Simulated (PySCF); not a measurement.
# C₃H₅F₂ (SMILES FC[CH]CF) (doublet): what the fields show

```json
{"atom": "F", "x (Å)": "0.9226", "y (Å)": "-0.9472", "z (Å)": "1.3075"}
{"atom": "C", "x (Å)": "1.0531", "y (Å)": "-0.7839", "z (Å)": "-0.0500"}
{"atom": "C", "x (Å)": "0.0516", "y (Å)": "0.1573", "z (Å)": "-0.5857"}
{"atom": "C", "x (Å)": "-1.0228", "y (Å)": "0.6891", "z (Å)": "0.2702"}
{"atom": "F", "x (Å)": "-1.8696", "y (Å)": "1.4979", "z (Å)": "-0.4390"}
{"atom": "H", "x (Å)": "0.9583", "y (Å)": "-1.7912", "z (Å)": "-0.4915"}
{"atom": "H", "x (Å)": "2.0823", "y (Å)": "-0.4348", "z (Å)": "-0.2291"}
{"atom": "H", "x (Å)": "0.1000", "y (Å)": "0.4387", "z (Å)": "-1.6195"}
{"atom": "H", "x (Å)": "-0.6287", "y (Å)": "1.2931", "z (Å)": "1.1053"}
{"atom": "H", "x (Å)": "-1.6380", "y (Å)": "-0.1144", "z (Å)": "0.7094"}
```

Geometry: GFN2-xTB.

Theory: UKS B3LYP, pcH-1 on C F H, non-relativistic, mean-field spin-orbit, GIAO (PySCF).

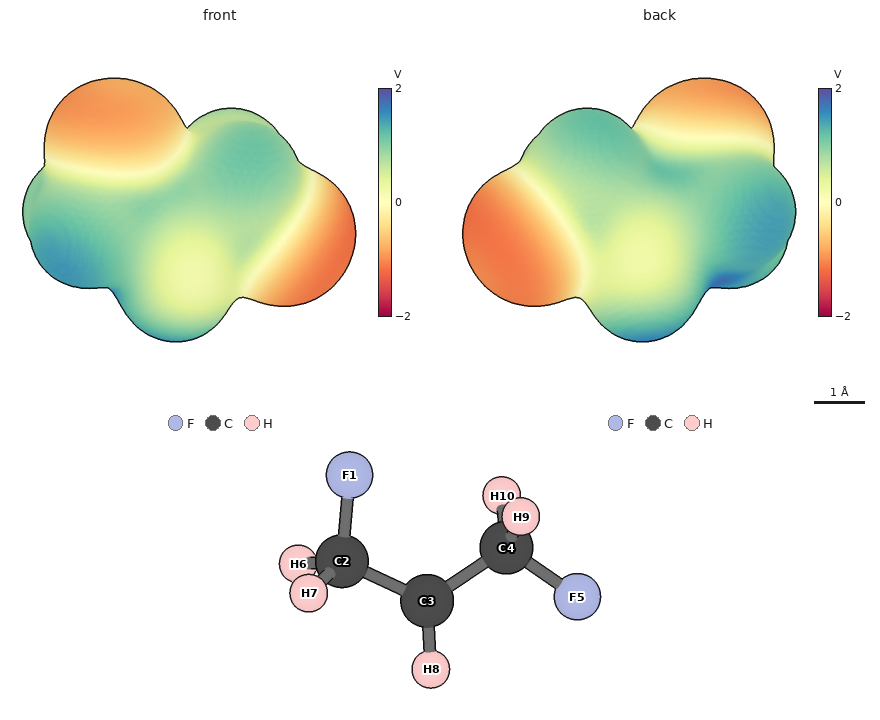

Figure 1. The molecular electrostatic potential painted on the density surface at 0.004 e/bohr³, seen from the front and from behind; the colour scale runs from red (negative) to blue (positive). The bare structure is drawn below in the same view.

Which sites attract a positive test charge, and which a negative one?

Answer. A positive charge is drawn to the negative regions and a negative charge to the positive ones. The most negative region (about −1.2 V) lies over F5, the most positive (about +1.7 V) over C2.

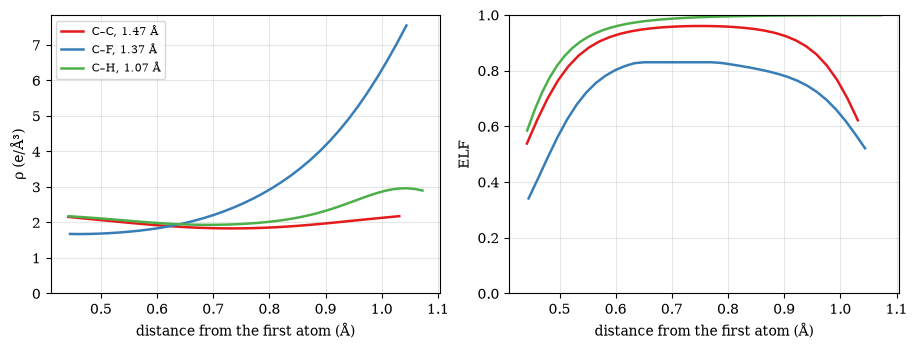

Figure 2. Electron density and electron localisation function along straight lines between neighbouring atoms. The curves leave out the atomic cores.

What can be read from the curves?

Answer. C–C (1.47 Å): the density is about 1.8 e/Å³ at the midpoint; the ELF peaks at about 0.95 between the atoms (a covalent bond).
C–F (1.37 Å): ρ is about 2.1 e/Å³ halfway, with its minimum of 1.7 e/Å³ about 0.5 Å from C; the ELF peaks at about 0.85 between the atoms, as expected for a polar covalent bond.
C–H (1.07 Å): ρ is about 2.1 e/Å³ halfway; the ELF climbs to about 1 towards the hydrogen, as it does in any bond to H: a covalent bond by its length.
